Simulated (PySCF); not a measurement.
Vertical excitations of a molecule C4H11In from TDDFT-ωB97X/def2-SVPD run with PySCF, as energy in eV (oscillator strength): 4.70 (0.000), 5.05 (0.000), 6.19 (0.167), 6.54 (0.205), 7.41 (0.022), 7.59 (0.011), 7.89 (0.003), 7.91 (0.010), 8.17 (0.223), 8.33 (0.001). Lowest triplet (TDA): 4.50 eV. Coordinates come from a PBE0-D3(BJ)/def2-SVP optimisation. The def2 effective core potentials stand for the cores of In; spin–orbit coupling is left out. Other conformers were not sampled.

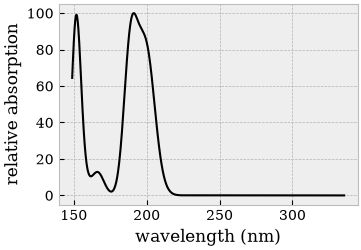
Figure. The lines broadened by 0.4 eV.

### Question
Identify the compound among the candidates.
(A) C[C](C)(C)[InH2]
(B) C[CH2][In]([CH3])[CH3]
(C) CCC[CH2][InH2]
(D) C[CH2][InH][CH2]C

### Answer
B, C[CH2][In]([CH3])[CH3]
